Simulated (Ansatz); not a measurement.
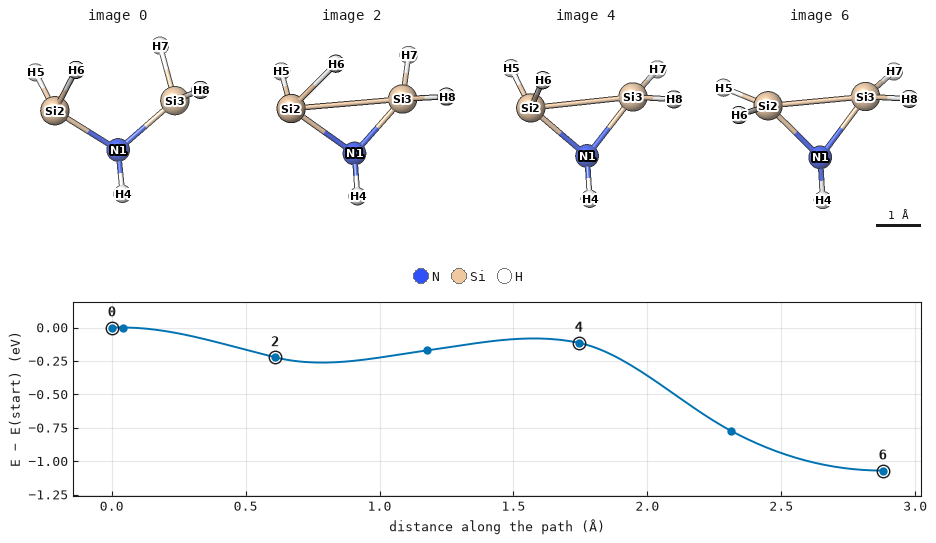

A search for the minimum-energy path of Si$_{2}$NH$_{5}$ by the nudged elastic band. Images are numbered from 0 (start) to 6 (end). The picture is a ball-and-stick view, seen at a tilt.

The calculation used RKS BLYP-D4/def2-SVP in Ansatz.

Input file:
```yaml
crystal:
  periodic: [false, false, false]
  atoms:
    - { symbol: "N", position_ang: [-0.658079, -0.312554, -0.834807] }
    - { symbol: Si, position_ang: [-0.349826, 1.382918, -0.327021] }
    - { symbol: Si, position_ang: [0.301798, -1.284279, 0.237863] }
    - { symbol: H, position_ang: [-1.513079, -0.624532, -1.294206] }
    - { symbol: H, position_ang: [0.990859, 1.809795, -0.895652] }
    - { symbol: H, position_ang: [-0.170885, 1.32318, 1.188051] }
    - { symbol: H, position_ang: [1.720316, -0.799774, 0.244777] }
    - { symbol: H, position_ang: [-0.228804, -1.551854, 1.625095] }
basis:
  gaussian: { orbitals: def2-SVP }
hamiltonian:
  xc: blyp
  dispersion: d4
neb:
  order_check: false
  images: 5
  f_tol: 0.05
  max_iterations: 60
  initial_path: idpp
  final_atoms:
    - { symbol: "N", position_ang: [-0.65656165, -0.28580336, -0.66282458] }
    - { symbol: Si, position_ang: [0.02209726, 1.18779275, 0.02532535] }
    - { symbol: Si, position_ang: [0.50716882, -0.99110143, 0.45689058] }
    - { symbol: H, position_ang: [-1.35663029, -0.57741693, -1.34848897] }
    - { symbol: H, position_ang: [0.82371738, 2.07407666, -0.88669132] }
    - { symbol: H, position_ang: [-0.88399985, 2.04086725, 0.8686415] }
    - { symbol: H, position_ang: [1.67232914, -1.73653277, -0.13183233] }
    - { symbol: H, position_ang: [-0.03582083, -1.76898216, 1.62307976] }
```

Command:
```bash
ansatz run input.yaml --threads 1 --pin off --max-ram 2048MiB --backend cpu --events-out ev --progress --plain --runs-dir out
```

Describe the mechanism and the energy profile.

Answer. The motion is an umbrella inversion at Si2. No bond forms or breaks between the ends. Relative to the start the highest point is image 0 at 0.00 eV and the end lies at −1.07 eV, but the profile dips to −0.22 eV at image 2 on the way, so there is an intermediate minimum on the way. The band converged in 18 iterations. The largest component of the band force went from 1.2 to 0.025 eV/Å.

Cost: 2.5 min on 1 thread of Intel(R) Xeon(R) Platinum 8375C CPU @ 2.90GHz (Ice Lake), with other jobs on the host, peak memory 0.25 GiB.
